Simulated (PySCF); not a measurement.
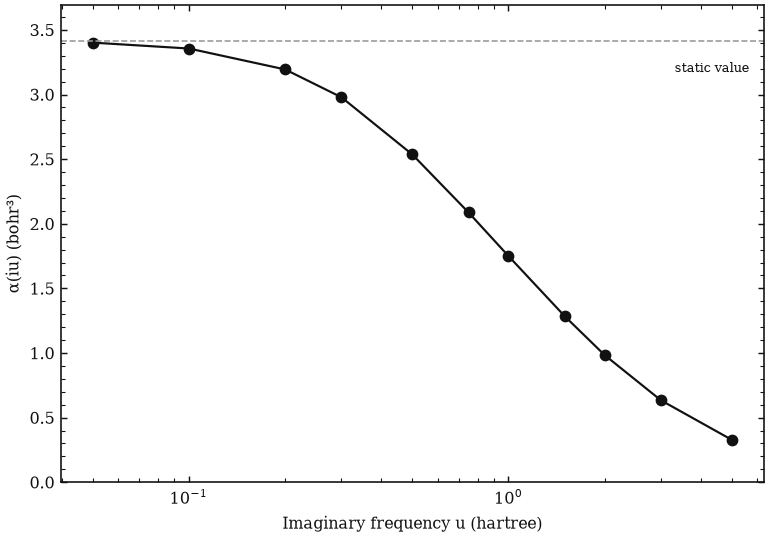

Dipole polarisability at imaginary frequency of an atom or ion with 25 electrons in the configuration [Ar] 3d⁷. Coupled response at the PBE0 level; PySCF, aug-cc-pVDZ-DK, spin-free X2C-1e, unrestricted single determinants, no spin-orbit coupling.

> Which species is it, and what does the curve give?

Co²⁺. The static dipole polarisability is 3.42 bohr³; α(iu) falls to half of it near u = 1.0 hartree. The Casimir–Polder integral gives C₆ = 9.58 hartree bohr⁶ for two such species.
